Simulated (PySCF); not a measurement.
**Run report: Si₂PH₇, frequency calculation**

System: Si₂PH₇.
Method: RKS PBE0-D4/def2-TZVP, density fitting (PySCF 2.14.0).

The geometry comes from this level: PBE0-D4/def2-TZVP.

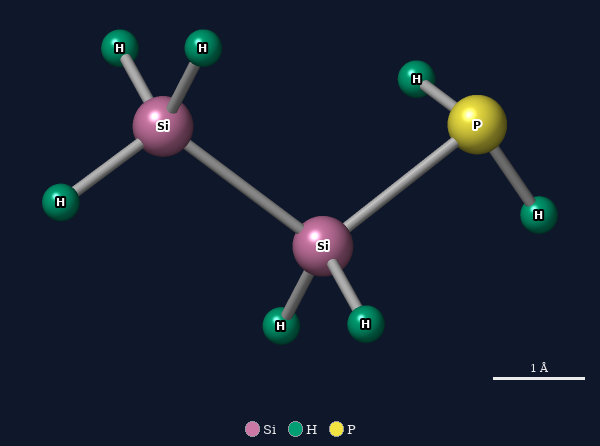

The input geometry (ball-and-stick view, seen at a tilt).

### The input
```python
import json, numpy as np
from pyscf import gto, scf, dft, mp, cc
EV, BOHR = 27.211386245988, 0.529177210903
mol = gto.M(atom="""
Si -0.339869 -0.138628 -0.953542
H 0.955005 -0.472438 -1.608682
H -1.434959 -0.416028 -1.924347
Si -0.618572 -1.459141 0.956022
P -0.235384 2.028118 -0.321057
H 0.485430 -1.203687 1.919491
H -1.910667 -1.123579 1.613530
H -0.624540 -2.904215 0.602608
H -1.607373 2.080324 0.045396
H -0.474383 2.537664 -1.625841
""", basis="def2-tzvp", charge=0, spin=0, max_memory=8670, verbose=0)
def mean_field(mol, dm=None):
    mf = dft.RKS(mol, xc="pbe0").density_fit()
    mf.conv_tol = 1e-9; mf.grids.level = 4
    mf.kernel(dm0=dm)
    if not mf.converged: mf = mf.newton().run(mf.mo_coeff, mf.mo_occ)
    assert mf.converged
    return mf
def d4(mol):
    from pyscf.dispersion.dftd4 import DFTD4Dispersion
    real = gto.M(atom=[(mol.atom_pure_symbol(i), mol.atom_coord(i)) for i in range(10)], unit='B', charge=mol.charge, spin=None, basis='def2-svp', verbose=0)
    r = DFTD4Dispersion(real, xc="pbe0", atm=True).get_dispersion(grad=True); return r["energy"], r["gradient"]
def energy_and_gradient(mol, dm=None):
    mf = mean_field(mol, dm); e, g = d4(mol)
    return mf, (mf.e_tot + e) * EV, (mf.nuc_grad_method().kernel()[:10] + g) * EV / BOHR
out = {}
from pyscf.hessian import thermo
mf = mean_field(mol); n = mol.natm; h = mf.Hessian().kernel(); x0 = mol.atom_coords()
for i in range(n):
    for a in range(3):
        g = []
        for s in (1, -1):
            x = x0.copy(); x[i, a] += s * 0.005; g.append(d4(mol.set_geom_(x, unit='B', inplace=False))[1])
        h[i, :, a, :] += (g[0] - g[1]) / 0.01
for i in range(n): h[i, i] -= h[i].sum(0)  # translational sum rule: the analytic Hessian lacks the grid's response
w = thermo.harmonic_analysis(mol, h, imaginary_freq=False)['freq_wavenumber']; r = w[w > 0] * 1.239842e-4; T = [298.15, 498.15, 698.15, 898.15]
print("Vibrations: " + " ".join(f"{a:.2f}" for a in w) + f" cm⁻¹, zero-point energy {r.sum() / 2:.6f} eV")
A = [r.sum() / 2 + 8.617333e-5 * t * np.log(1 - np.exp(-r / 8.617333e-5 / t)).sum() for t in T]
out.update(energy=(mf.e_tot + d4(mol)[0]) * EV, converged=True, hessian=(h.transpose(0, 2, 1, 3).reshape(3 * n, -1) * EV / BOHR**2).round(5).tolist(), temperatures=T, free_energy=A)
out['s2'] = mf.spin_square()[0]; out['nelec'] = mol.nelec
print(f"Total energy {out['energy']:.6f} eV, <S^2> {out['s2']:.4f}")
json.dump(out, open("out.json", "w"), default=float)
```

Run on 4 threads of Arm Neoverse V2, 23 GiB of memory available, shared host.

Command:
```bash
OMP_NUM_THREADS=4 python run.py
```

### What the program printed
```
Vibrations: 88.48 102.53 136.10 349.45 398.73 461.31 480.38 487.52 638.08 663.86 736.99 787.28 878.36 925.85 936.46 941.87 1090.57 2199.52 2210.76 2213.60 2224.62 2227.30 2401.78 2412.06 cm⁻¹, zero-point energy 1.611390 eV
Total energy -25148.594538 eV, <S^2> 0.0000
```

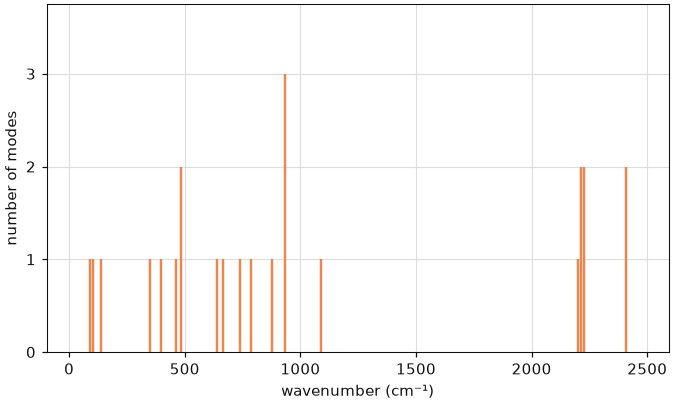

Harmonic vibrational wavenumbers from the force constants; neighbouring modes closer than 11 cm⁻¹ are counted in one stick. 24 modes from 88 to 2412 cm⁻¹, none imaginary.

### Key numbers

- outcome: converged
- total energy: −25148.5945 eV
- wall time: 3.7 min (CPU time 14 min)
- peak memory: 2 GiB
